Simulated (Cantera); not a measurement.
Input: 1 mol Ti, 0.084 mol C₃H₈, 1.8 mol H₂, at 0.00210 bar.

Equilibrium computed with Cantera from the NASA thermochemical tables; the gas is ideal and each condensed phase is pure. Candidate condensed phases: C, C₆H₆, C₇H₈, C₈H₁₈, Ti, TiC; 77 gas species. Mutual solubility and eutectic melting of coexisting phases are not modelled. TiC: taken at fixed stoichiometry. Condensed phases not in the tables: N, O or C dissolved in the metal. Kinetics and transport are ignored.

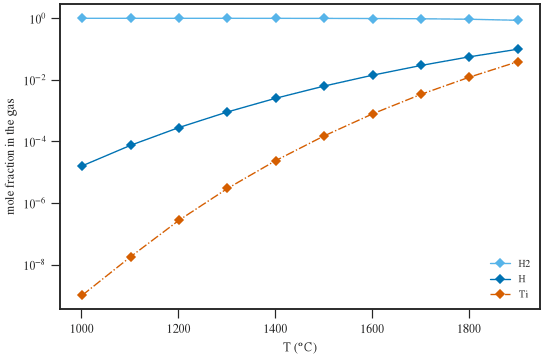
Figure. Equilibrium gas composition (values under 1e-9 drawn at 1e-9)

From 1002 °C to 1602 °C the condensed part is Ti(β) + TiC(s). From 1702 °C to 1902 °C the condensed part is Ti(l) + TiC(s).
